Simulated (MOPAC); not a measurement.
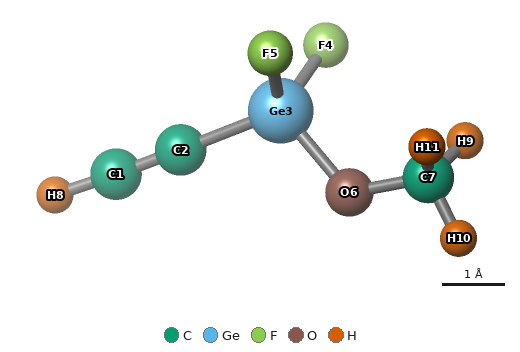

The input geometry (ball-and-stick view, seen at a tilt; atoms are numbered from 1 in the order of the input). Sticks mark near contacts. Bond lengths as drawn: C–C 1.19 Å, C–Ge 1.86 Å, C–H 1.09 to 1.11 Å, C–O 1.39 Å, F–Ge 1.71 to 1.72 Å and Ge–O 1.76 Å.

## Geometry relaxation, with input and output: C3H4F2GeO (part 1 of 2)

System: C3H4F2GeO, SMILES C#[C][Ge]([F])([F])[O]C.
Method: MNDO, closed shell (MOPAC 23.2.5).

The atoms were displaced at random from an optimised geometry.

Input file (mol.mop):
```
MNDO SINGLET CYCLES=300 DISP PRECISE CHARGE=0 GNORM=0.02 GRADIENTS AUX(PRECISION=6) THREADS=1
C3H4F2GeO
C#[C][Ge]([F])([F])[O]C
C     -3.204455     0.366746     0.624149
C     -2.024255     0.439171     0.526833
Ge    -0.176494     0.558298     0.408874
F      0.301301     2.053513    -0.278530
F      0.590988     0.516860     1.944368
O      0.475880    -0.742530    -0.579798
C      1.843434    -0.853428    -0.806459
H     -4.294303     0.307845     0.756209
H      2.244193     0.010502    -1.326861
H      1.993083    -1.748171    -1.440651
H      2.405617    -1.002043     0.133246
```

Machine: 1 thread of Arm Neoverse N1, 98 GiB of memory available, shared host.

Launched with:
```bash
mopac mol.mop
```

What the program printed:
```
MOPAC v23.2.5
MNDO CALCULATION RESULTS

 *  MNDO       - The MNDO Hamiltonian to be used
 *  SINGLET    - SPIN STATE DEFINED AS A SINGLET
 *
 *
 *
 *                 CHARGE ON SYSTEM = 0
 *
 *
 *
 *  PRECISE    - TIGHTER CRITERIA TO BE USED
 *  THREADS=1  - MULTI-THREADING NOT USED
 *  CYCLES=    - DO A MAXIMUM OF 300 STEPS
 *  GNORM      - EXIT WHEN GRADIENT NORM DROPS BELOW 0.020
 *  AUX        - OUTPUT AUXILIARY INFORMATION
 *  GRADIENTS  - ALL GRADIENTS TO BE PRINTED
 *  DISP       - PRINT DISPERSION AND HYDROGEN BOND ENERGIES
MNDO SINGLET CYCLES=300 DISP PRECISE CHARGE=0 GNORM=0.02 GRADIENTS AUX(PRECISION=6) THREADS=1
 C3H4F2GeO
 C#[C][Ge]([F])([F])[O]C
   ATOM   CHEMICAL          X               Y               Z
  NUMBER   SYMBOL      (ANGSTROMS)     (ANGSTROMS)     (ANGSTROMS)

     1       C         -3.20445500  *   0.36674600  *   0.62414900  *
     2       C         -2.02425500  *   0.43917100  *   0.52683300  *
     3      Ge         -0.17649400  *   0.55829800  *   0.40887400  *
     4       F          0.30130100  *   2.05351300  *  -0.27853000  *
     5       F          0.59098800  *   0.51686000  *   1.94436800  *
     6       O          0.47588000  *  -0.74253000  *  -0.57979800  *
     7       C          1.84343400  *  -0.85342800  *  -0.80645900  *
     8       H         -4.29430300  *   0.30784500  *   0.75620900  *
     9       H          2.24419300  *   0.01050200  *  -1.32686100  *
    10       H          1.99308300  *  -1.74817100  *  -1.44065100  *
    11       H          2.40561700  *  -1.00204300  *   0.13324600  *

          CARTESIAN COORDINATES

    NO.       ATOM           X           Y           Z

     1         C         -3.2045      0.3667      0.6241
     2         C         -2.0243      0.4392      0.5268
     3        Ge         -0.1765      0.5583      0.4089
     4         F          0.3013      2.0535     -0.2785
     5         F          0.5910      0.5169      1.9444
     6         O          0.4759     -0.7425     -0.5798
     7         C          1.8434     -0.8534     -0.8065
     8         H         -4.2943      0.3078      0.7562
     9         H          2.2442      0.0105     -1.3269
    10         H          1.9931     -1.7482     -1.4407
    11         H          2.4056     -1.0020      0.1332

           Empirical Formula: C3 H4 O Ge F2  =    11 atoms

      MOLECULAR POINT GROUP   :   Cs

 SINGLET STATE CALCULATION

      RHF CALCULATION, NO. OF DOUBLY OCCUPIED LEVELS = 20

          Geometry optimization using EF

          DIAGONAL MATRIX USED AS START HESSIAN
```

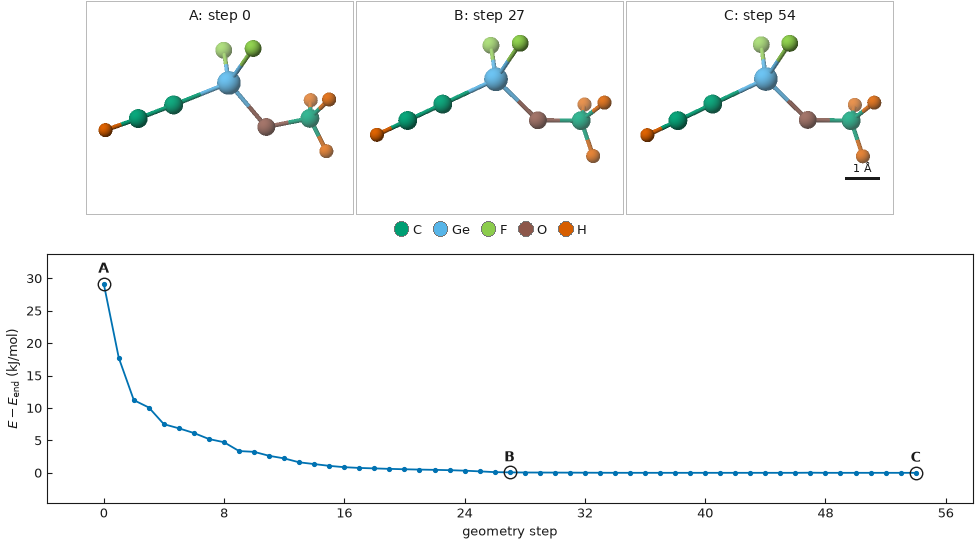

Frames of the relaxation (ball-and-stick view, seen at a tilt) above the curves, on which the letters mark them (steps are counted from 0).

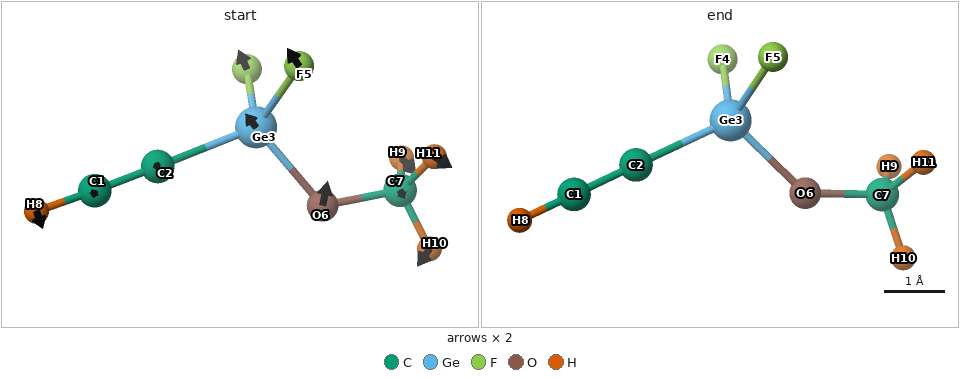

Before (left) and after (right) the relaxation, at one scale (ball-and-stick view, seen at a tilt). The black arrows give the displacements, magnified 2 times. The atom that moves furthest after the best rigid fit is O6 (0.21 Å). Largest moves by element: O 0.21 Å, H 0.21 Å, F 0.19 Å, Ge 0.15 Å, C 0.08 Å. Among the contacts that change: C1–H8 1.099 → 1.054 Å, C7–H9 1.085 → 1.122 Å, Ge3–O6 1.759 → 1.790 Å, Ge3–F4 1.714 → 1.742 Å. Among the angles that change: Ge3–O6–C7 121.0° → 138.0°, C2–Ge3–F4 111.1° → 113.9°, O6–C7–H10 106.9° → 109.6°. Over 54 geometry steps the energy falls by 29.2 kJ/mol. Largest force component: 3.5 eV/Å at the start, 0.00026 eV/Å at the end. (Atoms are counted from 1 in the order of the input.)

```
 CYCLE:     1 TIME:   0.008 TIME LEFT:  2.00D  GRAD.:   147.805 HEAT: -155.0002
 CYCLE:     2 TIME:   0.016 TIME LEFT:  2.00D  GRAD.:   102.764 HEAT: -157.7329
 CYCLE:     3 TIME:   0.000 TIME LEFT:  2.00D  GRAD.:    57.693 HEAT: -159.2909
 CYCLE:     4 TIME:   0.008 TIME LEFT:  2.00D  GRAD.:    52.637 HEAT: -159.5627
 CYCLE:     5 TIME:   0.008 TIME LEFT:  2.00D  GRAD.:    21.930 HEAT: -160.1780
 CYCLE:     6 TIME:   0.000 TIME LEFT:  2.00D  GRAD.:    18.122 HEAT: -160.3297
 CYCLE:     7 TIME:   0.008 TIME LEFT:  2.00D  GRAD.:    13.428 HEAT: -160.5029
 CYCLE:     8 TIME:   0.000 TIME LEFT:  2.00D  GRAD.:    17.864 HEAT: -160.7252
 CYCLE:     9 TIME:   0.008 TIME LEFT:  2.00D  GRAD.:    28.056 HEAT: -160.8417
 CYCLE:    10 TIME:   0.000 TIME LEFT:  2.00D  GRAD.:    12.880 HEAT: -161.1677
 CYCLE:    11 TIME:   0.008 TIME LEFT:  2.00D  GRAD.:    19.542 HEAT: -161.1964
 CYCLE:    12 TIME:   0.000 TIME LEFT:  2.00D  GRAD.:     9.391 HEAT: -161.3430
 CYCLE:    13 TIME:   0.008 TIME LEFT:  2.00D  GRAD.:     7.760 HEAT: -161.4382
 CYCLE:    14 TIME:   0.000 TIME LEFT:  2.00D  GRAD.:     9.902 HEAT: -161.5826
 CYCLE:    15 TIME:   0.008 TIME LEFT:  2.00D  GRAD.:     9.194 HEAT: -161.6475
 CYCLE:    16 TIME:   0.000 TIME LEFT:  2.00D  GRAD.:     7.343 HEAT: -161.7134
 CYCLE:    17 TIME:   0.008 TIME LEFT:  2.00D  GRAD.:     4.176 HEAT: -161.7619
 CYCLE:    18 TIME:   0.000 TIME LEFT:  2.00D  GRAD.:     3.018 HEAT: -161.7898
 CYCLE:    19 TIME:   0.008 TIME LEFT:  2.00D  GRAD.:     2.694 HEAT: -161.8067
 CYCLE:    20 TIME:   0.000 TIME LEFT:  2.00D  GRAD.:     2.667 HEAT: -161.8242
 CYCLE:    21 TIME:   0.008 TIME LEFT:  2.00D  GRAD.:     2.523 HEAT: -161.8387
 CYCLE:    22 TIME:   0.000 TIME LEFT:  2.00D  GRAD.:     2.164 HEAT: -161.8505
 CYCLE:    23 TIME:   0.008 TIME LEFT:  2.00D  GRAD.:     2.073 HEAT: -161.8604
 CYCLE:    24 TIME:   0.000 TIME LEFT:  2.00D  GRAD.:     2.427 HEAT: -161.8724
 CYCLE:    25 TIME:   0.008 TIME LEFT:  2.00D  GRAD.:     3.045 HEAT: -161.8907
 CYCLE:    26 TIME:   0.000 TIME LEFT:  2.00D  GRAD.:     3.662 HEAT: -161.9164
 CYCLE:    27 TIME:   0.008 TIME LEFT:  2.00D  GRAD.:     3.324 HEAT: -161.9442
 CYCLE:    28 TIME:   0.000 TIME LEFT:  2.00D  GRAD.:     1.803 HEAT: -161.9533
 CYCLE:    29 TIME:   0.000 TIME LEFT:  2.00D  GRAD.:     1.463 HEAT: -161.9582
 CYCLE:    30 TIME:   0.008 TIME LEFT:  2.00D  GRAD.:     0.762 HEAT: -161.9596
 CYCLE:    31 TIME:   0.000 TIME LEFT:  2.00D  GRAD.:     1.068 HEAT: -161.9615
 CYCLE:    32 TIME:   0.008 TIME LEFT:  2.00D  GRAD.:     1.208 HEAT: -161.9633
 CYCLE:    33 TIME:   0.000 TIME LEFT:  2.00D  GRAD.:     1.013 HEAT: -161.9655
 CYCLE:    34 TIME:   0.008 TIME LEFT:  2.00D  GRAD.:     0.792 HEAT: -161.9672
 CYCLE:    35 TIME:   0.000 TIME LEFT:  2.00D  GRAD.:     0.574 HEAT: -161.9691
 CYCLE:    36 TIME:   0.008 TIME LEFT:  2.00D  GRAD.:     0.315 HEAT: -161.9695
 CYCLE:    37 TIME:   0.000 TIME LEFT:  2.00D  GRAD.:     0.224 HEAT: -161.9697
 CYCLE:    38 TIME:   0.008 TIME LEFT:  2.00D  GRAD.:     0.211 HEAT: -161.9698
 CYCLE:    39 TIME:   0.000 TIME LEFT:  2.00D  GRAD.:     0.095 HEAT: -161.9699
 CYCLE:    40 TIME:   0.008 TIME LEFT:  2.00D  GRAD.:     0.059 HEAT: -161.9699
 CYCLE:    41 TIME:   0.000 TIME LEFT:  2.00D  GRAD.:     0.051 HEAT: -161.9700
 CYCLE:    42 TIME:   0.008 TIME LEFT:  2.00D  GRAD.:     0.071 HEAT: -161.9700
 CYCLE:    43 TIME:   0.000 TIME LEFT:  2.00D  GRAD.:     0.089 HEAT: -161.9700
 CYCLE:    44 TIME:   0.000 TIME LEFT:  2.00D  GRAD.:     0.074 HEAT: -161.9700
 CYCLE:    45 TIME:   0.008 TIME LEFT:  2.00D  GRAD.:     0.080 HEAT: -161.9700
 CYCLE:    46 TIME:   0.000 TIME LEFT:  2.00D  GRAD.:     0.127 HEAT: -161.9700
 CYCLE:    47 TIME:   0.008 TIME LEFT:  2.00D  GRAD.:     0.120 HEAT: -161.9701
 CYCLE:    48 TIME:   0.000 TIME LEFT:  2.00D  GRAD.:     0.989 HEAT: -161.9654
 CYCLE:    49 TIME:   0.008 TIME LEFT:  2.00D  GRAD.:     0.166 HEAT: -161.9702
 CYCLE:    50 TIME:   0.000 TIME LEFT:  2.00D  GRAD.:     0.096 HEAT: -161.9702
 CYCLE:    51 TIME:   0.008 TIME LEFT:  2.00D  GRAD.:     0.195 HEAT: -161.9702
 CYCLE:    52 TIME:   0.000 TIME LEFT:  2.00D  GRAD.:     0.043 HEAT: -161.9702
 CYCLE:    53 TIME:   0.008 TIME LEFT:  2.00D  GRAD.:     0.045 HEAT: -161.9702
 CYCLE:    54 TIME:   0.000 TIME LEFT:  2.00D  GRAD.:     0.032 HEAT: -161.9702
 CYCLE:    55 TIME:   0.008 TIME LEFT:  2.00D  GRAD.:     0.012 HEAT: -161.9702

     GRADIENT =  0.01243 IS LESS THAN CUTOFF =  0.02000

 -------------------------------------------------------------------------------
 MNDO SINGLET CYCLES=300 DISP PRECISE CHARGE=0 GNORM=0.02 GRADIENTS AUX(PRECISION=6) THREADS=1
 C3H4F2GeO
 C#[C][Ge]([F])([F])[O]C

     GEOMETRY OPTIMISED USING EIGENVECTOR FOLLOWING (EF).
     SCF FIELD WAS ACHIEVED

                              MNDO CALCULATION

          FINAL HEAT OF FORMATION =       -161.97024 KCAL/MOL =    -677.68349 KJ/MOL

          TOTAL ENERGY            =     -41578.32077 KCAL/MOL = ELECTRONIC ENERGY + CORE-CORE REPULSION
          ENERGY OF ATOMS         =      41416.35052 KCAL/MOL
                              SUM =       -161.97024 KCAL/MOL
          DISPERSION ENERGY       =          0.00000 KCAL/MOL
                              SUM =       -161.97024 KCAL/MOL = FINAL HEAT OF FORMATION

          TOTAL ENERGY            =      -1803.00664 EV
          ELECTRONIC ENERGY       =      -5240.39829 EV
          CORE-CORE REPULSION     =       3437.39166 EV
          COSMO AREA              =        150.38 SQUARE ANGSTROMS
          COSMO VOLUME            =        138.53 CUBIC ANGSTROMS

          GRADIENT NORM           =          0.01243          =       0.00375 PER ATOM
          IONIZATION POTENTIAL    =         11.324247 EV
          HOMO LUMO ENERGIES (EV) =        -11.324  0.989
          NO. OF FILLED LEVELS    =         20
          MOLECULAR WEIGHT        =        166.6508         POINT GROUP:  Cs

          MOLECULAR DIMENSIONS (Angstroms)

            Atom       Atom       Distance
            H    11    H     8     6.96235
            H    10    F     5     4.03295
            H     8    F     4     2.59720

          SCF CALCULATIONS        =         60

          WALL-CLOCK TIME         =      0.234 SECONDS
          COMPUTATION TIME        =      0.233 SECONDS

       FINAL  POINT  AND  DERIVATIVES

   PARAMETER     ATOM    TYPE            VALUE        GRADIENT
      1          1  C    CARTESIAN X    -3.226480     -0.002276  KCAL/ANGSTROM
      2          1  C    CARTESIAN Y     0.290557     -0.003275  KCAL/ANGSTROM
      3          1  C    CARTESIAN Z     0.578220     -0.000575  KCAL/ANGSTROM
      4          2  C    CARTESIAN X    -2.032012     -0.000282  KCAL/ANGSTROM
      5          2  C    CARTESIAN Y     0.422146      0.002894  KCAL/ANGSTROM
      6          2  C    CARTESIAN Z     0.529981      0.000496  KCAL/ANGSTROM
      7          3 Ge    CARTESIAN X    -0.212221      0.000132  KCAL/ANGSTROM
      8          3 Ge    CARTESIAN Y     0.615010     -0.000976  KCAL/ANGSTROM
      9          3 Ge    CARTESIAN Z     0.451275      0.000569  KCAL/ANGSTROM
     10          4  F    CARTESIAN X     0.308573      0.000238  KCAL/ANGSTROM
     11          4  F    CARTESIAN Y     2.135264      0.000610  KCAL/ANGSTROM
     12          4  F    CARTESIAN Z    -0.219999      0.000769  KCAL/ANGSTROM
     13          5  F    CARTESIAN X     0.568305      0.000552  KCAL/ANGSTROM
     14          5  F    CARTESIAN Y     0.596827     -0.000601  KCAL/ANGSTROM
     15          5  F    CARTESIAN Z     2.008009      0.000549  KCAL/ANGSTROM
     16          6  O    CARTESIAN X     0.583675     -0.002143  KCAL/ANGSTROM
     17          6  O    CARTESIAN Y    -0.659595      0.005954  KCAL/ANGSTROM
     18          6  O    CARTESIAN Z    -0.521027     -0.005786  KCAL/ANGSTROM
     19          7  C    CARTESIAN X     1.846125      0.000421  KCAL/ANGSTROM
     20          7  C    CARTESIAN Y    -0.995791     -0.003652  KCAL/ANGSTROM
     21          7  C    CARTESIAN Z    -0.913815      0.003844  KCAL/ANGSTROM
     22          8  H    CARTESIAN X    -4.272979      0.001648  KCAL/ANGSTROM
     23          8  H    CARTESIAN Y     0.176343      0.000117  KCAL/ANGSTROM
     24          8  H    CARTESIAN Z     0.621217      0.000084  KCAL/ANGSTROM
     25          9  H    CARTESIAN X     2.320559     -0.000365  KCAL/ANGSTROM
     26          9  H    CARTESIAN Y    -0.192565     -0.000006  KCAL/ANGSTROM
     27          9  H    CARTESIAN Z    -1.537143     -0.002587  KCAL/ANGSTROM
     28         10  H    CARTESIAN X     1.812406      0.000002  KCAL/ANGSTROM
     29         10  H    CARTESIAN Y    -1.930232     -0.002344  KCAL/ANGSTROM
     30         10  H    CARTESIAN Z    -1.528979      0.001115  KCAL/ANGSTROM
     31         11  H    CARTESIAN X     2.522755      0.002073  KCAL/ANGSTROM
     32         11  H    CARTESIAN Y    -1.186021      0.001281  KCAL/ANGSTROM
     33         11  H    CARTESIAN Z    -0.039282      0.001522  KCAL/ANGSTROM

   ATOM   CHEMICAL          X               Y               Z
  NUMBER   SYMBOL      (ANGSTROMS)     (ANGSTROMS)     (ANGSTROMS)

     1       C         -3.22647999  *   0.29055744  *   0.57821964  *
     2       C         -2.03201203  *   0.42214586  *   0.52998147  *
     3      Ge         -0.21222088  *   0.61501048  *   0.45127484  *
     4       F          0.30857253  *   2.13526425  *  -0.21999858  *
     5       F          0.56830466  *   0.59682700  *   2.00800889  *
     6       O          0.58367481  *  -0.65959475  *  -0.52102743  *
     7       C          1.84612486  *  -0.99579117  *  -0.91381452  *
     8       H         -4.27297857  *   0.17634275  *   0.62121676  *
     9       H          2.32055880  *  -0.19256542  *  -1.53714345  *
    10       H          1.81240601  *  -1.93023247  *  -1.52897884  *
    11       H          2.52275538  *  -1.18602130  *  -0.03928225  *

                             CARTESIAN COORDINATES

   1    C       -3.226479986     0.290557435     0.578219645
   2    C       -2.032012027     0.422145856     0.529981468
   3   Ge       -0.212220883     0.615010480     0.451274844
   4    F        0.308572531     2.135264248    -0.219998576
   5    F        0.568304655     0.596827002     2.008008887
   6    O        0.583674814    -0.659594754    -0.521027435
   7    C        1.846124858    -0.995791170    -0.913814521
   8    H       -4.272978573     0.176342748     0.621216763
   9    H        2.320558802    -0.192565417    -1.537143451
  10    H        1.812406009    -1.930232465    -1.528978843
  11    H        2.522755379    -1.186021303    -0.039282254

           Empirical Formula: C3 H4 O Ge F2  =    11 atoms

      MOLECULAR POINT GROUP   :   Cs

                  EIGENVALUES
 -43.52944 -40.65854 -40.60326 -35.66842 -27.24837 -21.05270 -17.62396 -16.20537
 -16.13640 -15.66088 -15.23388 -15.18245 -14.56028 -14.54305 -14.48212 -14.25712
 -11.85081 -11.83899 -11.47389 -11.32425   0.98879   1.07639   1.33220   2.57215
   3.22435   3.22766   4.15430   4.27644   4.30887   5.21205   6.66669   7.05159

              NET ATOMIC CHARGES AND DIPOLE CONTRIBUTIONS

  ATOM NO.   TYPE          CHARGE      No. of ELECS.   s-Pop       p-Pop
    1          C          -0.002265        4.0023     1.24666     2.75560
    2          C          -0.599644        4.5996     1.33233     3.26731
    3         Ge           2.138632        1.8614     0.55762     1.30374
    4          F          -0.573847        7.5738     1.87850     5.69535
    5          F          -0.573810        7.5738     1.87849     5.69532
    6          O          -0.743902        6.7439     1.78464     4.95927
    7          C           0.299540        3.7005     1.20632     2.49414
    8          H           0.154584        0.8454     0.84542
    9          H          -0.042445        1.0424     1.04245
   10          H          -0.014126        1.0141     1.01413
   11          H          -0.042716        1.0427     1.04272
 DIPOLE           X         Y         Z       TOTAL
 POINT-CHG.    -2.425    -0.963    -0.392     2.638
 HYBRID        -0.362    -0.045     0.007     0.365
 SUM           -2.787    -1.009    -0.385     2.989

          ATOMIC ORBITAL ELECTRON POPULATIONS

     Atom    s        px        py        pz
    1  C   1.24666   0.92780   0.91415   0.91365
    2  C   1.33233   1.10741   1.08000   1.07990
    3 Ge   0.55762   0.49089   0.40632   0.40654
    4  F   1.87850   1.95539   1.79898   1.94097
    5  F   1.87849   1.92901   1.97461   1.79170
    6  O   1.78464   1.39645   1.75316   1.80966
    7  C   1.20632   0.73943   0.88452   0.87020
    8  H   0.84542
    9  H   1.04245
   10  H   1.01413
   11  H   1.04272

 *                    *
 * JOB ENDED NORMALLY *
 *                    *

 TOTAL JOB TIME:             0.23 SECONDS

 == MOPAC DONE ==
```
